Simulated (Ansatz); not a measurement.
# SiGeH3+ (singlet): correlated methods under varied settings

What do other methods and options give for SiGeH3+ (singlet) at this geometry, and how long do they take?

Program: Ansatz 0.2.0, Gaussian basis. Level of theory: the settings change from run to run. These are calculated values, not measurements.

20 further runs of the same task are left out: 5 that didn't finish, 15 set aside as unsound or not needed.

## 1. The system

The geometry is a PBE0/def2-TZVP stationary point (not a proven minimum) of the parent state, kept for this charge and spin. No spin-orbit coupling is included. The filled d shell of Ge may be among the frozen orbitals whatever the setting's name suggests; the logs give the count.

5 atoms, charge 1, spin multiplicity 1.

Atoms are counted from 1 here; the program's logs count them from 0.

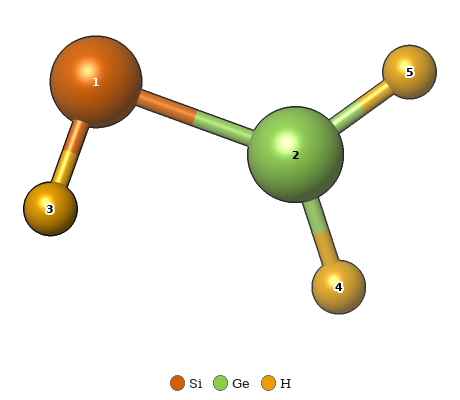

The geometry (silicon orange, germanium green, hydrogen amber); atoms are numbered from 1 in the order of the file.

## 2. BCCD(T) on RHF/6-31G

in.yaml reads:

```yaml
crystal:
  periodic: [false, false, false]
  atoms:
    - {symbol: Si, position_ang: [-0.029136, 0.091097, 1.686343]}
    - {symbol: Ge, position_ang: [0.012867, -0.015562, -0.633584]}
    - {symbol: H, position_ang: [0.234107, -1.409018, 1.752329]}
    - {symbol: H, position_ang: [-0.326649, -1.233564, -1.525626]}
    - {symbol: H, position_ang: [-0.022892, 1.225734, -1.554392]}
basis:
  gaussian: {orbitals: 6-31G}
total_charge: 1
magnetization: {spin_polarized: false}
correlation: {method: bccd_t, electrons: outside_noble_gas}
```

The run is started by

```
$ ansatz run in.yaml --threads 1 --pin off --events-out ev --progress --plain --max-ram 2393MiB
```

Standard output, shortened:

```text
Functional definition: HF
  name "HF"
  cite "Fock, Z. Phys. 61, 126 (1930) doi:10.1007/BF01340294"
  parent pbe
[...]
486 factors; integrals over basis functions are off by at most 4.5e-4 eV
[...]
mean field -64362.74149975 eV, -2365.2871234829 hartree, gradient 2.1e-6 eV, S^2 0.000000; 1 other end points of the search recorded, 0 dependent functions left out; unrestricted orbitals would lower it
[...]
19 core orbitals not correlated: weight in the atoms' cores, before any rotation towards them, 0.998 or more for the frozen orbitals, at most 0.001 for the correlated occupied ones
reference -64362.74149975 eV, -2365.2871234829 hartree; 5, 5 occupied and 24, 24 virtual orbitals, 486 factors
second order -2.24678837 eV of doubles, -0.00000000 eV of singles
cycle   1  -2.81579261 eV  change   -5.7e-1 eV  update   7.8e-2
[...]
cycle  14  -3.15469338 eV  change    4.0e-6 eV  update   5.2e-6
perturbative correction -0.06628111 eV, -0.0024357859 hartree
Total energy: -64365.96247424 eV, -2365.4054921121 hartree
```

Run time: 1.1 s. Hardware: 1 thread of Arm Neoverse V1, shared host.

From the report: correlation -3.2210 eV; largest double amplitude 0.11.

## 3. MP2 on RHF/6-31G

in.yaml, as its differences from that of step 2:

```diff
@@ -12,2 +12,2 @@
 magnetization: {spin_polarized: false}
-correlation: {method: bccd_t, electrons: outside_noble_gas}
+correlation: {method: mp2, electrons: all}
```

Launched as before.

Standard output:

```text
Functional definition: HF
  name "HF"
  cite "Fock, Z. Phys. 61, 126 (1930) doi:10.1007/BF01340294"
  parent pbe
  exchange = exact_x
  correlation = 0
486 factors; integrals over basis functions are off by at most 4.5e-4 eV
mean field evaluation 1: about -64362.2574 eV, gradient 7.8e0 eV
mean field evaluation 2: about -64362.3275 eV, gradient 8.0e0 eV
mean field evaluation 4: about -64362.7333 eV, gradient 5.0e-1 eV
mean field evaluation 8: about -64362.7415 eV, gradient 1.5e-2 eV
mean field evaluation 16: about -64361.6586 eV, gradient 1.0e1 eV
mean field -64362.74149975 eV, -2365.2871234829 hartree, gradient 2.1e-6 eV, S^2 0.000000; 1 other end points of the search recorded, 0 dependent functions left out; unrestricted orbitals would lower it
reference -64362.74149975 eV, -2365.2871234829 hartree; 24, 24 occupied and 24, 24 virtual orbitals, 486 factors
second order -8.07458485 eV of doubles, -0.00000000 eV of singles
Total energy: -64370.81608461 eV, -2365.5838590031 hartree
```

Wall time 0.72 s (1 thread of Arm Neoverse V1, shared host).

## 4. BCCD on RHF/def2-SVPD

in.yaml, as its differences from that of step 3:

```diff
@@ -9,5 +9,5 @@
 basis:
-  gaussian: {orbitals: 6-31G}
+  gaussian: {orbitals: def2-SVPD}
 total_charge: 1
 magnetization: {spin_polarized: false}
-correlation: {method: mp2, electrons: all}
+correlation: {method: bccd, electrons: outside_noble_gas, diis_vectors: 12}
```

Launched as before.

Standard output, shortened:

```text
Functional definition: HF
  name "HF"
  cite "Fock, Z. Phys. 61, 126 (1930) doi:10.1007/BF01340294"
  parent pbe
[...]
837 factors; integrals over basis functions are off by at most 1.2e-3 eV
[...]
mean field -64363.93369126 eV, -2365.3309357125 hartree, gradient 2.2e-6 eV, S^2 0.000000; 1 other end points of the search recorded, 0 dependent functions left out; unrestricted orbitals would lower it
19 core orbitals not correlated: weight in the atoms' cores, before any rotation towards them, 1.000 or more for the frozen orbitals, at most 0.000 for the correlated occupied ones
reference -64363.93369126 eV, -2365.3309357125 hartree; 5, 5 occupied and 62, 62 virtual orbitals, 837 factors
second order -4.26650169 eV of doubles, -0.00000000 eV of singles
cycle   1  -5.08945286 eV  change   -8.2e-1 eV  update   8.1e-2
[...]
cycle  14  -5.44447468 eV  change   -1.0e-5 eV  update   6.5e-6
Total energy: -64369.37816594 eV, -2365.5310164665 hartree
```

It took 4.1 s on 1 thread of Arm Neoverse V1, shared host.

From the report: correlation -5.4445 eV; largest double amplitude 0.08.

## 5. BCCD on RHF/cc-pVDZ

in.yaml, as its differences from that of step 4:

```diff
@@ -9,5 +9,7 @@
 basis:
-  gaussian: {orbitals: def2-SVPD}
+  gaussian: {orbitals: cc-pVDZ}
 total_charge: 1
 magnetization: {spin_polarized: false}
-correlation: {method: bccd, electrons: outside_noble_gas, diis_vectors: 12}
+correlation: {method: bccd, electrons: valence}
+scf: {omitted_lower_state_checks: [cluster_reference]}
+output: {forces: true}
```

Launched as before.

Standard output, shortened:

```text
Functional definition: HF
  name "HF"
  cite "Fock, Z. Phys. 61, 126 (1930) doi:10.1007/BF01340294"
  parent pbe
[...]
641 factors; integrals over basis functions are off by at most 1.3e-3 eV
[...]
mean field -64372.69077911 eV, -2365.6527527554 hartree, gradient 9.1e-6 eV, S^2 0.000000; 1 other end points of the search recorded, 0 dependent functions left out; unrestricted orbitals would lower it
14 core orbitals not correlated: weight in the atoms' cores, before any rotation towards them, 1.000 or more for the frozen orbitals, at most 0.000 for the correlated occupied ones
reference -64372.69077911 eV, -2365.6527527554 hartree; 10, 10 occupied and 36, 36 virtual orbitals, 641 factors
second order -4.63466465 eV of doubles, -0.00000000 eV of singles
cycle   1  -5.42919513 eV  change   -7.9e-1 eV  update   8.2e-2
[...]
cycle  16  -5.79814589 eV  change   -1.4e-6 eV  update   1.7e-6
[...]
Total energy: -64378.48892500 eV, -2365.8658306868 hartree
Atom 0 at    -0.029136     0.091097     1.686343 Å, force    -0.343952    -0.067642     2.423520 eV/Å
Atom 1 at     0.012867    -0.015562    -0.633584 Å, force    -0.091790    -0.059340    -2.764439 eV/Å
Atom 2 at     0.234107    -1.409018     1.752329 Å, force     0.315049     0.137518     0.024444 eV/Å
Atom 3 at    -0.326649    -1.233564    -1.525626 Å, force    -0.137958     0.066621     0.176664 eV/Å
Atom 4 at    -0.022892     1.225734    -1.554392 Å, force     0.258651    -0.077157     0.139810 eV/Å
Dipole moment:     0.078899    -0.029998     0.118716 e Å
Checks for a lower state left out: cluster_reference
```

Run time: 4.9 s. Hardware: 1 thread of Arm Neoverse V1, shared host.

From the report: correlation -5.7981 eV; largest double amplitude 0.08.

## 6. CASSCF(8,6)/6-31G*

in.yaml, as its differences from that of step 5:

```diff
@@ -9,7 +9,6 @@
 basis:
-  gaussian: {orbitals: cc-pVDZ}
+  gaussian: {orbitals: "6-31G*", fitting: {mean_field: def2-universal-jkfit}}
 total_charge: 1
-magnetization: {spin_polarized: false}
-correlation: {method: bccd, electrons: valence}
-scf: {omitted_lower_state_checks: [cluster_reference]}
+correlation: {active_space: {window: {electrons: 8, orbitals: 6}}}
+accuracy: high
 output: {forces: true}
```

The command is unchanged.

Standard output, shortened:

```text
Functional definition: HF
  name "HF"
  cite "Fock, Z. Phys. 61, 126 (1930) doi:10.1007/BF01340294"
  parent pbe
[...]
448 factors; integrals over basis functions are off by at most 9.0e-2 eV
[...]
mean field -64365.19876713 eV, -2365.3774263934 hartree, gradient 2.0e-8 eV, S^2 0.000000; 1 other end points of the search recorded, 0 dependent functions left out
reference -64365.19876713 eV, -2365.3774263934 hartree; 24, 24 occupied and 36, 36 virtual orbitals, 448 factors
state -64366.05014617 eV, -2365.4087139959 hartree
[...]
Total energy: -64366.05014617 eV, -2365.4087139959 hartree
Atom 0 at    -0.029136     0.091097     1.686343 Å, force    -0.227717     0.044415     2.595575 eV/Å
Atom 1 at     0.012867    -0.015562    -0.633584 Å, force    -0.221574     0.279829    -2.801496 eV/Å
Atom 2 at     0.234107    -1.409018     1.752329 Å, force     0.256328     0.051966     0.025756 eV/Å
Atom 3 at    -0.326649    -1.233564    -1.525626 Å, force    -0.095639    -0.231017    -0.041559 eV/Å
Atom 4 at    -0.022892     1.225734    -1.554392 Å, force     0.288601    -0.145192     0.221724 eV/Å
Dipole moment:     0.102679    -0.084195     0.004367 e Å
```

Wall time 8.5 s (1 thread of Arm Neoverse V1, shared host).

From the report: 225 determinants; active occupations 2.00, 2.00, 1.98, 1.97, 0.03, 0.02.

## 7. CCSD(T)/cc-pVDZ

in.yaml, as its differences from that of step 6:

```diff
@@ -9,6 +9,6 @@
 basis:
-  gaussian: {orbitals: "6-31G*", fitting: {mean_field: def2-universal-jkfit}}
+  gaussian: {orbitals: cc-pVDZ}
 total_charge: 1
-correlation: {active_space: {window: {electrons: 8, orbitals: 6}}}
-accuracy: high
-output: {forces: true}
+magnetization: {spin_polarized: false}
+hamiltonian: {xc: {name: B3LYP}}
+correlation: {method: ccsd_t, electrons: outside_noble_gas}
```

The command is unchanged.

Standard output, shortened:

```text
Functional definition: B3LYP
  name "B3LYP"
  cite "Stephens, Devlin, Chabalowski & Frisch, J. Phys. Chem. 98, 11623 (1994) doi:10.1021/j100096a001"
  cite "Becke, Phys. Rev. A 38, 3098 (1988) doi:10.1103/PhysRevA.38.3098"
  cite "Lee, Yang & Parr, Phys. Rev. B 37, 785 (1988) doi:10.1103/PhysRevB.37.785"
  cite "Vosko, Wilk & Nusair, Can. J. Phys. 58, 1200 (1980) doi:10.1139/p80-159"
[...]
641 factors; integrals over basis functions are off by at most 1.3e-3 eV
[...]
mean field -64434.98767251 eV, -2367.9421213616 hartree, gradient 1.3e-6 eV, S^2 0.000000; 0 other end points of the search recorded, 0 dependent functions left out; unrestricted orbitals would lower it
19 core orbitals not correlated: weight in the atoms' cores, before any rotation towards them, 0.999 or more for the frozen orbitals, at most 0.000 for the correlated occupied ones
reference -64372.12794560 eV, -2365.6320690053 hartree; 5, 5 occupied and 36, 36 virtual orbitals, 641 factors
second order -4.38096611 eV of doubles, -0.24787944 eV of singles
cycle   1  -5.30620560 eV  change   -6.8e-1 eV  update   7.5e-2
[...]
cycle  15  -5.62998490 eV  change    1.4e-6 eV  update   2.2e-6
perturbative correction -0.15724086 eV, -0.0057784951 hartree
Total energy: -64377.91517136 eV, -2365.8447456292 hartree
```

Run time: 2.9 s. Hardware: 1 thread of Arm Neoverse V1, shared host.

From the report: correlation -5.7872 eV; T1 0.023; largest double amplitude 0.08. The orbitals are Kohn-Sham ones, so correlation energy and T1 don't compare with those on Hartree-Fock orbitals.

## 8. BCCD on UHF/cc-pVDZ

in.yaml, as its differences from that of step 7:

```diff
@@ -11,4 +11,3 @@
 total_charge: 1
-magnetization: {spin_polarized: false}
-hamiltonian: {xc: {name: B3LYP}}
-correlation: {method: ccsd_t, electrons: outside_noble_gas}
+magnetization: {spin_polarized: true, initial_magnetization: 0}
+correlation: {method: bccd, electrons: outside_noble_gas}
```

The command is unchanged.

Standard output, shortened:

```text
Functional definition: HF
  name "HF"
  cite "Fock, Z. Phys. 61, 126 (1930) doi:10.1007/BF01340294"
  parent pbe
[...]
641 factors; integrals over basis functions are off by at most 1.3e-3 eV
[...]
mean field -64372.92460776 eV, -2365.6613457998 hartree, gradient 3.0e-6 eV, S^2 0.638324; 8 other end points of the search recorded, 0 dependent functions left out
determinant -64372.92460776 eV, -2365.6613457998 hartree, with singles and doubles -64377.88908563 eV, -2365.8437869964 hartree
determinant -64372.20922910 eV, -2365.6350561189 hartree, with singles and doubles -64377.19697775 eV, -2365.8183525009 hartree
determinant -64369.91063757 eV, -2365.5505844380 hartree, with singles and doubles -64375.11861812 eV, -2365.7419741931 hartree
19 core orbitals not correlated: weight in the atoms' cores, before any rotation towards them, 0.999 or more for the frozen orbitals, at most 0.000 for the correlated occupied ones
reference -64372.92460776 eV, -2365.6613457998 hartree; 5, 5 occupied and 36, 36 virtual orbitals, 641 factors
second order -3.78735316 eV of doubles, -0.00000000 eV of singles
cycle   1  -4.99951997 eV  change   -3.5e-2 eV  update   1.9e-2
[...]
cycle  24  -5.05184431 eV  change   -2.1e-6 eV  update   2.4e-6
Total energy: -64377.97645207 eV, -2365.8469976540 hartree
```

It took 12 s on 1 thread of Arm Neoverse V1, shared host.

From the report: ⟨S²⟩ of the determinant 0.638 (pure singlet: 0.00); correlation -5.0518 eV; largest double amplitude 0.08. The determinant is far from a pure spin state, so its energy mixes those of several spin states (harmless only where they are near-degenerate, as at dissociation).

## 9. NEVPT2(2,4)/6-31G

in.yaml, as its differences from that of step 8:

```diff
@@ -9,5 +9,5 @@
 basis:
-  gaussian: {orbitals: cc-pVDZ}
+  gaussian: {orbitals: 6-31G, fitting: {mean_field: def2-universal-jkfit}}
 total_charge: 1
-magnetization: {spin_polarized: true, initial_magnetization: 0}
-correlation: {method: bccd, electrons: outside_noble_gas}
+correlation: {method: sc_nevpt2, electrons: valence, active_space: {window: {electrons: 2, orbitals: 4}, states: [{multiplicity: 1, weights: [1, 1, 1]}], root: 0}}
+accuracy: high
```

The command is unchanged.

Standard output, shortened:

```text
Functional definition: HF
  name "HF"
  cite "Fock, Z. Phys. 61, 126 (1930) doi:10.1007/BF01340294"
  parent pbe
[...]
448 factors; integrals over basis functions are off by at most 9.0e-2 eV
[...]
mean field -64362.73944656 eV, -2365.2870480294 hartree, gradient 1.8e-8 eV, S^2 0.000000; 1 other end points of the search recorded, 0 dependent functions left out; unrestricted orbitals would lower it
reference -64362.73944656 eV, -2365.2870480294 hartree; 24, 24 occupied and 24, 24 virtual orbitals, 448 factors
state -64363.01950947 eV, -2365.2973401514 hartree
state -64361.67803712 eV, -2365.2480419520 hartree
state -64359.78827319 eV, -2365.1785944083 hartree
state -64363.01950947 eV, -2365.2973401514 hartree; corrected -64369.42085261 eV, -2365.5325851729 hartree
state -64361.67803712 eV, -2365.2480419520 hartree; corrected -64368.25746304 eV, -2365.4898313947 hartree
state -64359.78827319 eV, -2365.1785944083 hartree; corrected -64366.52551582 eV, -2365.4261835084 hartree
Total energy: -64369.42085261 eV, -2365.5325851729 hartree
```

It took 1.4 s on 1 thread of Arm Neoverse V1, shared host.

From the report: 16 determinants; active occupations (of the averaged states) 0.99, 0.91, 0.09, 0.02.

## 10. CCSD/cc-pVDZ

in.yaml reads:

```yaml
crystal:
  periodic: [false, false, false]
  atoms:
    - {symbol: Si, position_ang: [-0.029136, 0.091097, 1.686343]}
    - {symbol: Ge, position_ang: [0.012867, -0.015562, -0.633584]}
    - {symbol: H, position_ang: [0.234107, -1.409018, 1.752329]}
    - {symbol: H, position_ang: [-0.326649, -1.233564, -1.525626]}
    - {symbol: H, position_ang: [-0.022892, 1.225734, -1.554392]}
basis:
  gaussian: {orbitals: cc-pVDZ}
total_charge: 1
magnetization: {spin_polarized: true, initial_magnetization: 0}
hamiltonian: {xc: {name: PBE0}}
correlation: {method: ccsd, electrons: outside_noble_gas, diis_vectors: 2}
```

The command is unchanged.

Standard output, shortened:

```text
Functional definition: PBE0
  name "PBE0"
  cite "Adamo & Barone, J. Chem. Phys. 110, 6158 (1999) doi:10.1063/1.478522"
  cite "Perdew, Burke & Ernzerhof, Phys. Rev. Lett. 77, 3865 (1996) doi:10.1103/PhysRevLett.77.3865"
  parent pbe
[...]
641 factors; integrals over basis functions are off by at most 1.3e-3 eV
[...]
mean field -64422.59139045 eV, -2367.4865663982 hartree, gradient 3.4e-6 eV, S^2 0.427422; 5 other end points of the search recorded, 0 dependent functions left out
19 core orbitals not correlated: weight in the atoms' cores, before any rotation towards them, 0.999 or more for the frozen orbitals, at most 0.000 for the correlated occupied ones
reference -64372.40086056 eV, -2365.6420984452 hartree; 5, 5 occupied and 36, 36 virtual orbitals, 641 factors
second order -4.15554223 eV of doubles, -0.21490642 eV of singles
cycle   1  -5.03394198 eV  change   -6.7e-1 eV  update   6.8e-2
[...]
cycle  44  -5.38763211 eV  change    5.4e-6 eV  update   4.0e-6
Total energy: -64377.78849268 eV, -2365.8400902735 hartree
```

Wall time 10 s (1 thread of Arm Neoverse V1, shared host).

From the report: ⟨S²⟩ of the determinant 0.427 (pure singlet: 0.00); correlation -5.3876 eV; T1 0.075; largest double amplitude 0.08. The orbitals are Kohn-Sham ones, so correlation energy and T1 don't compare with those on Hartree-Fock orbitals.

## 11. The runs in one table

Where basis and cores are those of an earlier RCCSDT(Q)/cc-pVDZ run (-64378.1696 eV), and the state is the same kind, the miss against it is given.

```csv
level,correlated,functions,energy (eV),from RCCSDT(Q) (meV),time
BCCD(T) on RHF/6-31G,outside noble gas,48,-64365.9625,,1.1 s
MP2 on RHF/6-31G,all,48,-64370.8161,,0.72 s
BCCD on RHF/def2-SVPD,outside noble gas,86,-64369.3782,,4.1 s
BCCD on RHF/cc-pVDZ,valence,60,-64378.4889,,4.9 s
"CASSCF(8,6)/6-31G*",,60,-64366.0501,,8.5 s
CCSD(T)/cc-pVDZ (on B3LYP orbitals),outside noble gas,60,-64377.9152,254.5,2.9 s
BCCD on UHF/cc-pVDZ,outside noble gas,60,-64377.9765,193.2,12 s
"NEVPT2(2,4)/6-31G (lowest root of an average)",valence,48,-64369.4209,,1.4 s
CCSD/cc-pVDZ (on PBE0 orbitals),outside noble gas,60,-64377.7885,381.2,10 s
```

## 12. What came out

```
quantity                      value
    runs                          9
quickest   MP2 on RHF/6-31G, 0.72 s
 slowest  BCCD on UHF/cc-pVDZ, 12 s
```

In words: Total energies in different bases, with other cores or another treatment of relativity can't be set against each other. BCCD on UHF/cc-pVDZ took 16 times as long as MP2 on RHF/6-31G; the jobs differ in more than the method. Among the correlated runs with a miss given, it spans +193 to +381 meV. Cores frozen from Kohn-Sham orbitals shift the total energy.
